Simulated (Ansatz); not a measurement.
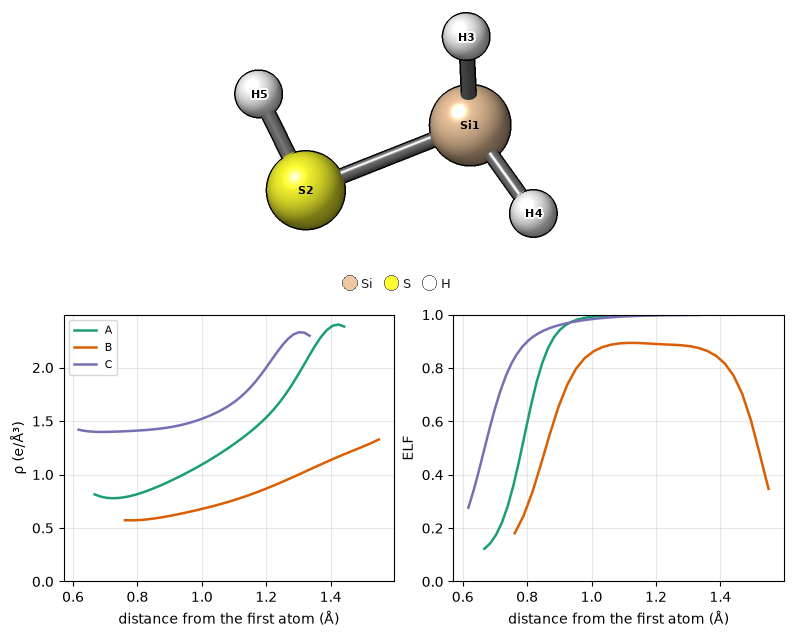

H3SSi (doublet). Electron density and electron localisation function along straight lines between neighbouring atoms. The curves leave out the atomic cores. The structure is drawn too.

Not at a stationary point (largest force 1.4 eV/Å).

All numbers below come from SCF PBE, Gaussian basis in Ansatz.

```xyz
5

Si   -0.0908   -0.7365   -0.3479
S     0.3038    1.4022   -0.3122
H    -0.0965   -1.1988    1.0180
H    -1.4489   -0.8548   -0.8688
H     1.3822    1.3143    0.4694
```

Which curve belongs to which contact (Si–H, Si–S and S–H)? The first atom named is at distance zero.

Curve A: Si–H (1.44 Å): the density is about 0.78 e/Å³ at the midpoint; the ELF climbs to about 1 towards the hydrogen, as it does in any bond to H. Curve B: Si–S (2.18 Å): ρ is about 0.75 e/Å³ halfway, with its minimum of 0.57 e/Å³ about 0.8 Å from Si; the ELF peaks at about 0.90 between the atoms: a shared electron pair. Curve C: S–H (1.33 Å): ρ at the midpoint is about 1.4 e/Å³; the ELF climbs to about 1 towards the hydrogen.
